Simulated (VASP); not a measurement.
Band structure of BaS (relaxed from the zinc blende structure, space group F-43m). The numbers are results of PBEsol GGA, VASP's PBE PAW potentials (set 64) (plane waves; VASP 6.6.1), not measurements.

Unless said otherwise, spin-orbit coupling is left out, though it shifts the bands of the heavy elements here.

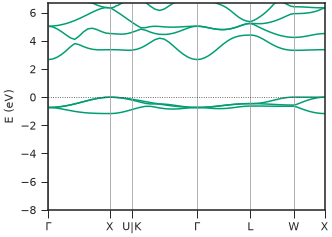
Fig. 1. Bands along high-symmetry lines, zero at the valence-band maximum or, without a gap, the Fermi level

**Question.** Read the plot: is there a gap, and where are the band edges?

**Answer.** The gap is indirect, 2.66 eV, from the valence maximum at W to the conduction minimum at Γ. (Edges off the drawn lines would not show.)

The structure was generated: BaS was put into the zinc blende type (F-43m), which need not be its known phase. It was relaxed first, which changed the volume by -16 %.
